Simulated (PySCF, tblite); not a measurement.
# C₆H₁₂OSi₂: geometry, infrared bands, NMR shifts, electronic excitations and core binding energies, part 3 of 3

tblite 0.8.0 and PySCF 2.14.0. Atoms count from 0. The steps go on from the part before.

## (8) X-ray photoelectron lines: SCAN, X2C

What the job is given:

```
{"job": {"kind": "xps"}, "charge": 0, "multiplicity": 1}
C      4.148850     0.028011     1.248845
C      2.859850    -0.180866     0.618007
C      1.777184    -0.351159     0.082852
Si     0.135515    -0.626007    -0.659735
O     -0.007867     0.117150    -2.159238
Si    -1.367080     1.090795    -2.336718
C     -2.310457     0.636874    -0.758290
C     -1.252416     0.250833     0.298823
C     -1.812280    -0.504023     1.497819
H      4.728501    -0.907808     1.284873
H      4.739995     0.771877     0.692250
H      4.028891     0.394039     2.280432
H     -0.086319    -2.095253    -0.800836
H     -0.967670     2.530237    -2.385974
H     -2.093654     0.750424    -3.594427
H     -2.948104    -0.237561    -0.985375
H     -2.986485     1.430414    -0.397277
H     -0.773295     1.181455     0.660079
H     -2.273388    -1.456613     1.189321
H     -1.025303    -0.739986     2.232231
H     -2.586817     0.082996     2.018351
```

Method: delta-SCF UKS SCAN, pcX-2 on the ionised atom, pcseg-1 elsewhere, spin-free X2C.

Log:

```text
ground state, core basis on atom 0 (C), 225 functions
  cycle   1  E = -890.92856964  |g| = 9.20e-01
  cycle   2  E = -890.49458426  |g| = 1.68e+00
  cycle   3  E = -891.09633233  |g| = 3.32e-01
  cycle   4  E = -891.12130873  |g| = 1.12e-01
  cycle   5  E = -891.12234826  |g| = 9.66e-02
  cycle   6  E = -891.12472949  |g| = 1.58e-02
  cycle   7  E = -891.12479177  |g| = 5.02e-03
  cycle   8  E = -891.12479992  |g| = 1.04e-03
  cycle   9  E = -891.12480023  |g| = 3.84e-04
  E(ground) = -891.20518598 Eh
hole in C 1s of atom 0
  cycle   1  E = -879.84794006  |g| = 1.50e+00
  cycle   2  E = -870.19739680  |g| = 3.84e+00
  cycle   3  E = -879.85382712  |g| = 9.08e-01
  cycle   4  E = -879.98709202  |g| = 8.96e-01
  cycle   5  E = -880.37613547  |g| = 2.20e-01
  cycle   6  E = -880.39275565  |g| = 1.46e-01
  cycle   7  E = -880.40490301  |g| = 2.86e-02
  cycle   8  E = -880.40519159  |g| = 1.76e-02
  cycle   9  E = -880.40531950  |g| = 6.06e-03
  cycle  10  E = -880.40534658  |g| = 2.81e-03
  cycle  11  E = -880.40535989  |g| = 1.82e-03
  cycle  12  E = -880.40537032  |g| = 1.27e-03
  cycle  13  E = -880.40537389  |g| = 8.37e-04
  cycle  14  E = -880.40537861  |g| = 3.96e-04
  E(ion) = -880.48494880 Eh   <S^2> = 0.7711   hole on atom = 1.000   binding energy = 291.713 eV
ground state, core basis on atom 1 (C), 225 functions
  cycle   1  E = -891.12899391  |g| = 5.99e-02
  cycle   2  E = -891.12859526  |g| = 4.56e-02
  cycle   3  E = -891.12819216  |g| = 5.95e-02
  cycle   4  E = -891.12909153  |g| = 1.12e-02
  cycle   5  E = -891.12912949  |g| = 5.82e-04
  cycle   6  E = -891.12912696  |g| = 3.02e-04
  E(ground) = -891.21065235 Eh
hole in C 1s of atom 1
  cycle   1  E = -879.87155113  |g| = 1.51e+00
  cycle   2  E = -875.15874376  |g| = 2.73e+00
  cycle   3  E = -879.91060534  |g| = 9.10e-01
  cycle   4  E = -880.12898387  |g| = 8.18e-01
  cycle   5  E = -880.41433240  |g| = 3.04e-01
  cycle   6  E = -880.45354316  |g| = 1.08e-01
  cycle   7  E = -880.45997586  |g| = 2.93e-02
  cycle   8  E = -880.46057982  |g| = 1.75e-02
  cycle   9  E = -880.46083050  |g| = 1.03e-02
  cycle  10  E = -880.46099816  |g| = 7.04e-03
  cycle  11  E = -880.46112244  |g| = 3.90e-03
  cycle  12  E = -880.46114913  |g| = 2.25e-03
  cycle  13  E = -880.46115581  |g| = 1.03e-03
  cycle  14  E = -880.46115537  |g| = 3.30e-04
  E(ion) = -880.54100505 Eh   <S^2> = 0.8640   hole on atom = 1.000   binding energy = 290.336 eV
ground state, core basis on atom 2 (C), 225 functions
  cycle   1  E = -891.12914848  |g| = 6.38e-02
  cycle   2  E = -891.12754149  |g| = 8.43e-02
  cycle   3  E = -891.12861867  |g| = 5.37e-02
  cycle   4  E = -891.12938409  |g| = 6.86e-03
  cycle   5  E = -891.12939429  |g| = 9.31e-04
  cycle   6  E = -891.12939750  |g| = 3.63e-04
  E(ground) = -891.21059454 Eh
hole in C 1s of atom 2
  cycle   1  E = -879.90442979  |g| = 1.51e+00
  cycle   2  E = -874.27625875  |g| = 2.76e+00
  cycle   3  E = -879.69808155  |g| = 1.04e+00
  cycle   4  E = -880.31601033  |g| = 6.08e-01
  cycle   5  E = -880.44292610  |g| = 3.13e-01
  cycle   6  E = -880.48792839  |g| = 8.30e-02
  cycle   7  E = -880.49190208  |g| = 2.47e-02
  cycle   8  E = -880.49238545  |g| = 1.21e-02
  cycle   9  E = -880.49256408  |g| = 9.72e-03
  cycle  10  E = -880.49269616  |g| = 5.53e-03
  cycle  11  E = -880.49276288  |g| = 3.11e-03
  cycle  12  E = -880.49277325  |g| = 1.46e-03
  cycle  13  E = -880.49277424  |g| = 6.93e-04
  cycle  14  E = -880.49277514  |g| = 3.08e-04
  E(ion) = -880.57234311 Eh   <S^2> = 0.8341   hole on atom = 1.000   binding energy = 289.482 eV
ground state, core basis on atom 3 (Si), 236 functions
  cycle   1  E = -891.22744170  |g| = 2.89e-01
  cycle   2  E = -891.22579870  |g| = 9.39e-02
  cycle   3  E = -891.21543186  |g| = 2.13e-01
  cycle   4  E = -891.22783102  |g| = 2.16e-02
  cycle   5  E = -891.22791592  |g| = 3.39e-03
  cycle   6  E = -891.22791890  |g| = 1.02e-03
  cycle   7  E = -891.22791879  |g| = 3.25e-04
  E(ground) = -891.26717092 Eh
hole in Si 1s of atom 3
  cycle   1  E = -822.28458101  |g| = 4.35e+00
  cycle   2  E = -821.71883809  |g| = 2.43e+00
  cycle   3  E = -821.98126644  |g| = 1.49e+00
  cycle   4  E = -823.04629129  |g| = 7.45e-01
  cycle   5  E = -823.30134367  |g| = 3.01e-01
  cycle   6  E = -823.34850948  |g| = 6.38e-02
  cycle   7  E = -823.35014585  |g| = 3.50e-02
  cycle   8  E = -823.35063497  |g| = 1.42e-02
  cycle   9  E = -823.35071824  |g| = 4.38e-03
  cycle  10  E = -823.35072703  |g| = 1.51e-03
  cycle  11  E = -823.35072706  |g| = 5.17e-04
  cycle  12  E = -823.35072598  |g| = 1.82e-04
  E(ion) = -823.39788342 Eh   <S^2> = 0.7522   hole on atom = 1.000   binding energy = 1846.817 eV
hole in Si 2p of atom 3
  cycle   1  E = -886.94670492  |g| = 1.25e+00
  cycle   2  E = -886.31348857  |g| = 1.46e+00
  cycle   3  E = -886.95437782  |g| = 7.53e-01
  cycle   4  E = -887.23434042  |g| = 3.05e-01
  cycle   5  E = -887.27676148  |g| = 9.61e-02
  cycle   6  E = -887.28113345  |g| = 3.36e-02
  cycle   7  E = -887.28178785  |g| = 1.01e-02
  cycle   8  E = -887.28182020  |g| = 5.76e-03
  cycle   9  E = -887.28183638  |g| = 1.62e-03
  cycle  10  E = -887.28183700  |g| = 6.20e-04
  cycle  11  E = -887.28183655  |g| = 2.07e-04
  E(ion) = -887.33224606 Eh   <S^2> = 0.7515   hole on atom = 1.003   binding energy = 107.075 eV
  2p3/2 = 106.833 eV   2p1/2 = 107.458 eV
ground state, core basis on atom 4 (O), 225 functions
  cycle   1  E = -891.15944843  |g| = 1.12e-01
  cycle   2  E = -891.15685323  |g| = 1.36e-01
  cycle   3  E = -891.15969262  |g| = 5.62e-02
  cycle   4  E = -891.16017251  |g| = 1.94e-02
  cycle   5  E = -891.16026222  |g| = 5.90e-03
  cycle   6  E = -891.16027358  |g| = 6.99e-04
  cycle   7  E = -891.16027498  |g| = 2.34e-04
  E(ground) = -891.23736344 Eh
hole in O 1s of atom 4
  cycle   1  E = -870.57311219  |g| = 2.23e+00
  cycle   2  E = -869.88709799  |g| = 2.30e+00
  cycle   3  E = -871.25796920  |g| = 5.84e-01
  cycle   4  E = -871.16536999  |g| = 6.42e-01
  cycle   5  E = -871.40977483  |g| = 1.32e-01
  cycle   6  E = -871.41810106  |g| = 4.50e-02
  cycle   7  E = -871.41925917  |g| = 8.28e-03
  cycle   8  E = -871.41929181  |g| = 3.48e-03
  cycle   9  E = -871.41929478  |g| = 1.46e-03
  cycle  10  E = -871.41929789  |g| = 5.30e-04
  cycle  11  E = -871.41929818  |g| = 2.07e-04
  E(ion) = -871.49653497 Eh   <S^2> = 0.7626   hole on atom = 1.000   binding energy = 537.175 eV
ground state, core basis on atom 5 (Si), 236 functions
  cycle   1  E = -891.22445330  |g| = 3.11e-01
  cycle   2  E = -891.21706710  |g| = 2.33e-01
  cycle   3  E = -891.21949899  |g| = 1.98e-01
  cycle   4  E = -891.22703520  |g| = 1.64e-02
  cycle   5  E = -891.22707732  |g| = 3.80e-03
  cycle   6  E = -891.22708276  |g| = 1.19e-03
  cycle   7  E = -891.22708275  |g| = 8.90e-04
  cycle   8  E = -891.22708307  |g| = 3.41e-04
  E(ground) = -891.26537478 Eh
hole in Si 1s of atom 5
  cycle   1  E = -822.28930972  |g| = 4.35e+00
  cycle   2  E = -819.34854333  |g| = 2.97e+00
  cycle   3  E = -804.84636725  |g| = 4.18e+00
  cycle   4  E = -823.08585477  |g| = 6.70e-01
  cycle   5  E = -823.06069936  |g| = 7.68e-01
  cycle   6  E = -823.30408996  |g| = 2.89e-01
  cycle   7  E = -823.34465983  |g| = 9.74e-02
  cycle   8  E = -823.34881152  |g| = 5.03e-02
  cycle   9  E = -823.34986955  |g| = 1.61e-02
  cycle  10  E = -823.34998198  |g| = 6.48e-03
  cycle  11  E = -823.35000251  |g| = 1.28e-03
  cycle  12  E = -823.35000471  |g| = 5.49e-04
  cycle  13  E = -823.35000532  |g| = 1.97e-04
  E(ion) = -823.39627657 Eh   <S^2> = 0.7522   hole on atom = 1.000   binding energy = 1846.812 eV
hole in Si 2p of atom 5
  cycle   1  E = -886.94996785  |g| = 1.24e+00
  cycle   2  E = -885.18981561  |g| = 1.67e+00
  cycle   3  E = -886.89598637  |g| = 7.38e-01
  cycle   4  E = -887.25163873  |g| = 1.95e-01
  cycle   5  E = -887.25558319  |g| = 2.16e-01
  cycle   6  E = -887.27386247  |g| = 7.80e-02
  cycle   7  E = -887.27684457  |g| = 3.30e-02
  cycle   8  E = -887.27729622  |g| = 1.35e-02
  cycle   9  E = -887.27738080  |g| = 4.38e-03
  cycle  10  E = -887.27738960  |g| = 1.03e-03
  cycle  11  E = -887.27739058  |g| = 3.23e-04
  E(ion) = -887.32631797 Eh   <S^2> = 0.7516   hole on atom = 1.003   binding energy = 107.187 eV
  2p3/2 = 106.939 eV   2p1/2 = 107.564 eV
ground state, core basis on atom 6 (C), 225 functions
  cycle   1  E = -891.12555083  |g| = 6.24e-02
  cycle   2  E = -891.12551282  |g| = 3.15e-02
  cycle   3  E = -891.12550624  |g| = 3.25e-02
  cycle   4  E = -891.12570528  |g| = 1.69e-02
  cycle   5  E = -891.12577828  |g| = 2.56e-03
  cycle   6  E = -891.12577919  |g| = 6.60e-04
  cycle   7  E = -891.12577835  |g| = 1.95e-04
  E(ground) = -891.20620022 Eh
hole in C 1s of atom 6
  cycle   1  E = -879.88476408  |g| = 1.51e+00
  cycle   2  E = -877.39008334  |g| = 2.49e+00
  cycle   3  E = -880.28096502  |g| = 5.34e-01
  cycle   4  E = -880.40452741  |g| = 3.39e-01
  cycle   5  E = -880.45982663  |g| = 1.44e-01
  cycle   6  E = -880.46588924  |g| = 8.22e-02
  cycle   7  E = -880.46906677  |g| = 2.99e-02
  cycle   8  E = -880.46944372  |g| = 1.39e-02
  cycle   9  E = -880.46953968  |g| = 4.43e-03
  cycle  10  E = -880.46955463  |g| = 1.95e-03
  cycle  11  E = -880.46955796  |g| = 9.47e-04
  cycle  12  E = -880.46955785  |g| = 3.66e-04
  E(ion) = -880.54869492 Eh   <S^2> = 0.7696   hole on atom = 1.000   binding energy = 290.005 eV
ground state, core basis on atom 7 (C), 225 functions
  cycle   1  E = -891.12625492  |g| = 5.80e-02
  cycle   2  E = -891.12621382  |g| = 2.15e-02
  cycle   3  E = -891.12620261  |g| = 2.26e-02
  cycle   4  E = -891.12631666  |g| = 6.87e-03
  cycle   5  E = -891.12632812  |g| = 9.70e-04
  cycle   6  E = -891.12633042  |g| = 2.11e-04
  E(ground) = -891.20667541 Eh
hole in C 1s of atom 7
  cycle   1  E = -879.87840926  |g| = 1.52e+00
  cycle   2  E = -878.73512080  |g| = 2.11e+00
  cycle   3  E = -880.36780696  |g| = 4.58e-01
  cycle   4  E = -880.34058104  |g| = 4.77e-01
  cycle   5  E = -880.46149239  |g| = 1.27e-01
  cycle   6  E = -880.46858122  |g| = 5.53e-02
  cycle   7  E = -880.46983740  |g| = 1.50e-02
  cycle   8  E = -880.46991813  |g| = 7.19e-03
  cycle   9  E = -880.46994747  |g| = 1.69e-03
  cycle  10  E = -880.46995185  |g| = 9.39e-04
  cycle  11  E = -880.46995234  |g| = 4.55e-04
  E(ion) = -880.54928582 Eh   <S^2> = 0.7702   hole on atom = 1.000   binding energy = 290.002 eV
ground state, core basis on atom 8 (C), 225 functions
  cycle   1  E = -891.12454611  |g| = 5.69e-02
  cycle   2  E = -891.12450511  |g| = 1.91e-02
  cycle   3  E = -891.12443724  |g| = 2.48e-02
  cycle   4  E = -891.12456295  |g| = 1.08e-02
  cycle   5  E = -891.12459698  |g| = 3.52e-04
  cycle   6  E = -891.12459473  |g| = 1.51e-04
  E(ground) = -891.20461756 Eh
hole in C 1s of atom 8
  cycle   1  E = -879.88390379  |g| = 1.51e+00
  cycle   2  E = -879.08591298  |g| = 1.87e+00
  cycle   3  E = -880.38571469  |g| = 3.72e-01
  cycle   4  E = -880.40071241  |g| = 3.04e-01
  cycle   5  E = -880.44118603  |g| = 1.30e-01
  cycle   6  E = -880.44895838  |g| = 5.07e-02
  cycle   7  E = -880.45012743  |g| = 1.64e-02
  cycle   8  E = -880.45022518  |g| = 7.51e-03
  cycle   9  E = -880.45025389  |g| = 2.21e-03
  cycle  10  E = -880.45025716  |g| = 1.12e-03
  cycle  11  E = -880.45025902  |g| = 5.37e-04
  cycle  12  E = -880.45026028  |g| = 2.10e-04
  E(ion) = -880.52961131 Eh   <S^2> = 0.7691   hole on atom = 1.000   binding energy = 290.482 eV
```

Run time: 8.3 min. Hardware: 1 thread of Arm Neoverse N1, shared host; peak memory 0.7 GiB.

The holes in one table. −ε is the ground-state orbital energy:

| hole | stands for | environment | ΔSCF (eV; 2p as the shell's mean) | −ε (eV) | ⟨S²⟩ |
| --- | --- | --- | --- | --- | --- |
| C1s on C0 | C0 | propargylic methyl carbon | 291.71 | 274.5 | 0.771 |
| C1s on C1 | C1 | alkyne carbon | 290.34 (doubtful) | 274.0 | 0.864 |
| C1s on C2 | C2 | alkyne carbon | 289.48 | 273.1 | 0.834 |
| Si1s on Si3 | Si3 | silicon bonded to 2 C, O, H, in a 5-membered ring | 1846.82 | 1793.8 | 0.752 |
| Si2p on Si3 | Si3 | silicon bonded to 2 C, O, H, in a 5-membered ring | 107.04 | 96.6 | 0.751 |
| O1s on O4 | O4 | oxygen bonded to 2 Si, in a 5-membered ring | 537.18 | 516.2 | 0.763 |
| Si1s on Si5 | Si5 | silicon bonded to C, O, 2 H, in a 5-membered ring | 1846.81 | 1793.7 | 0.752 |
| Si2p on Si5 | Si5 | silicon bonded to C, O, 2 H, in a 5-membered ring | 107.15 | 96.4 | 0.752 |
| C1s on C6 | C6 | sp3 CH2 bonded to Si | 290.01 | 273.5 | 0.770 |
| C1s on C7 | C7 | sp3 CH bonded to Si | 290.00 | 273.7 | 0.770 |
| C1s on C8 | C8 | methyl carbon | 290.48 | 273.5 | 0.769 |

Doubtful: the ion did not converge, its hole moved, or its ⟨S²⟩ is well above 0.75.

With the spin-orbit splitting: Si3 2p3/2 106.83, 2p1/2 107.46 eV; Si5 2p3/2 106.94, 2p1/2 107.56 eV. The table gives each 2p level as the mean over the whole 2p shell (two parts 2p3/2, one part 2p1/2), which differs a little from the single hole in the log.

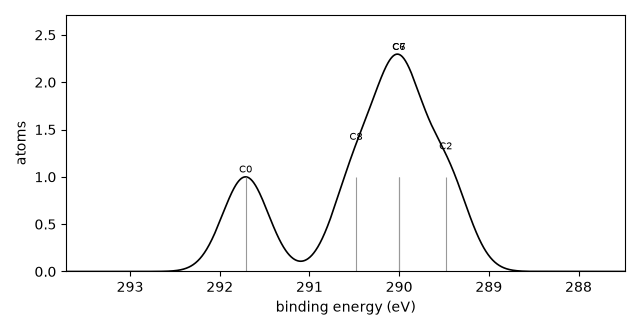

The C1s photoelectron lines, weighted by the number of atoms. Only 5 of the 6 C atoms are covered by sound results. Lines are broadened to a width of 0.60 eV (Gaussian).

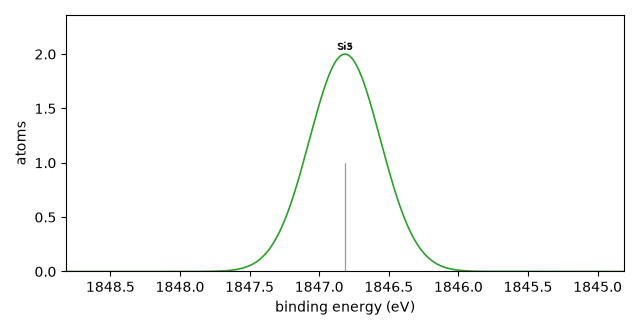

The Si1s photoelectron lines, weighted by the number of atoms. Lines are broadened to a width of 0.60 eV (Gaussian).

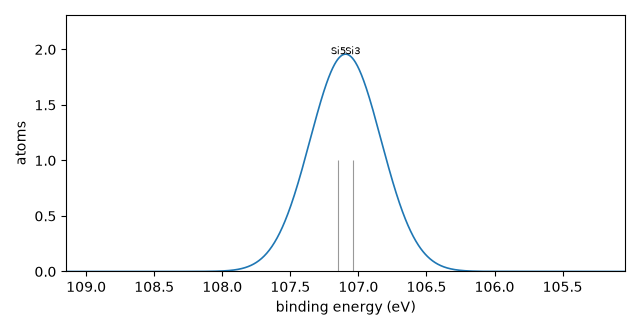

The Si2p photoelectron lines, weighted by the number of atoms. Lines are broadened to a width of 0.60 eV (Gaussian).

## (9) Run by run: NMR shifts

Shifts (ppm) of some atoms, chosen among heavy atoms and hydrogens apart, with basis size and wall time:

| run | C1 | C2 | H14 | H13 | Si5 | Si3 | O4 | functions | time |
| --- | --- | --- | --- | --- | --- | --- | --- | --- | --- |
| PBE0/pcSseg-1 | 112.8 | 84.9 | 5.09 | 5.00 | -0.4 | -13.0 | 52.1 | 227 | 96 s |
| WP04/pcSseg-1 | 104.3 | 79.1 | 4.30 | 4.23 | -11.3 | -25.5 | 37.7 | 227 | 93 s |

## (10) Summary of results

The summary covers parts 1 to 3.

| quantity | value |
| --- | --- |
| strongest single infrared mode (GFN2-xTB) | 2277 cm⁻¹, 702 km/mol |
| zero-point energy (GFN2-xTB) | 99.7 kcal/mol |
| point group | C1 |
| rotational constants (main isotopes) | 1.86, 0.67, 0.54 GHz |
| 13C shifts against TMS (PBE0/pcSseg-1) | 112.8, 84.9, 21.2, 19.1, 17.7, 5.8 ppm |
| 1H shifts against TMS (PBE0/pcSseg-1, means over atoms taken as alike) | 5.09, 5.00, 4.69, 1.98, 1.18, 1.00, 0.99, 0.71 ppm |
| 29Si shifts against TMS (PBE0/pcSseg-1) | -0.4, -13.0 ppm |
| 17O shifts against H2O (PBE0/pcSseg-1) | 52.1 ppm |
| lowest singlet (CAM-B3LYP/def2-SVPD) | 5.71 eV (217 nm), f = 0.001 |
| brightest single state of those computed | state 10, 7.89 eV, f = 0.254 |
| lowest triplet | 4.85 eV |
| vertical ionisation energy (ΔSCF) | 9.42 eV |
| C1s binding energies, SCAN/pcX-2 (standing for 5 of 6 atoms) | C0 291.71, C8 290.48, C6 290.01, C7 290.00, C2 289.48 eV |
| Si1s binding energies, SCAN/pcX-2 | Si3 1846.82, Si5 1846.81 eV |
| Si2p binding energies, SCAN/pcX-2 | Si5 107.15, Si3 107.04 eV |
| O1s binding energies, SCAN/pcX-2 | O4 537.18 eV |
| range of the shift of O4 | 37.7 to 52.1 ppm |

Relaxing lowered the energy by 1.014 eV in 160 steps; the close pair that moved most is O4–Si5, from 1.741 to 1.637 Å (GFN2-xTB). The lowest mode is imaginary (25i cm⁻¹), so the xTB geometry is not a minimum. The strongest single mode, at 2277 cm⁻¹, moves mainly H13. Unscaled tight-binding wavenumbers are off by several per cent, some by more. Its intensities can rank the bands wrongly. At PBE0/pcSseg-1: The widest tensor belongs to C1: span 284 ppm, with a paramagnetic part of -205 ppm. The lowest singlet, at 5.71 eV, is HOMO→LUMO 0.58 and is dark; of the 10 states computed, the strongest absorption comes from state 10 at 7.89 eV (the last computed, so partners may be missing). The lowest triplet lies 0.86 eV below the lowest singlet (triplets in Tamm-Dancoff, singlets in full TDDFT). The orbital energy would give 8.80 eV for ionisation, ΔSCF gives 9.42 eV. The Si1s levels computed lie within 0.01 eV of one another, too close to rank. Si5 (silicon bonded to C, O, 2 H, in a 5-membered ring) binds its Si2p electron 0.11 eV more tightly than Si3 (silicon bonded to 2 C, O, H, in a 5-membered ring). Across the 2 runs the shift of O4 moves most, between 37.7 (WP04/pcSseg-1) and 52.1 ppm (PBE0/pcSseg-1). Most of that comes from the computed reference, not from the atom's own shielding.
